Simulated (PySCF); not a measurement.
SMILES C(=O)c1ccc(s1)B(O)O at its GFN2-xTB optimised geometry (Å):

```
15

O     -2.5335    -2.6470     0.0012
C     -1.3272    -2.6911     0.0015
C     -0.4395    -1.5544     0.0000
C      0.9390    -1.5544     0.0000
C      1.4807    -0.2670     0.0000
C      0.5366     0.7352     0.0001
B      0.7900     2.2855     0.0016
O      2.0701     2.7050     0.0282
O     -0.2048     3.2067    -0.0223
S     -1.0578     0.0652    -0.0007
H     -0.7844    -3.6586     0.0028
H      1.5238    -2.4573     0.0000
H      2.5335    -0.0505     0.0003
H      2.1661     3.6586     0.0288
H     -1.1039     2.8825    -0.0406
```

Calculation: PySCF with PBE0/def2-TZVP.

Map of the HOMO amplitude (bohr^(-3/2)) on the plane z = 0.8 Å; orbital energy -7.45 eV, overall sign arbitrary:

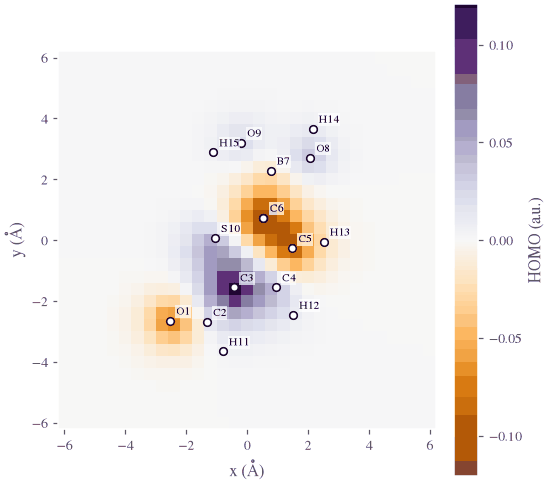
HOMO amplitude (bohr^(-3/2)) on the plane z = 0.8 Å.
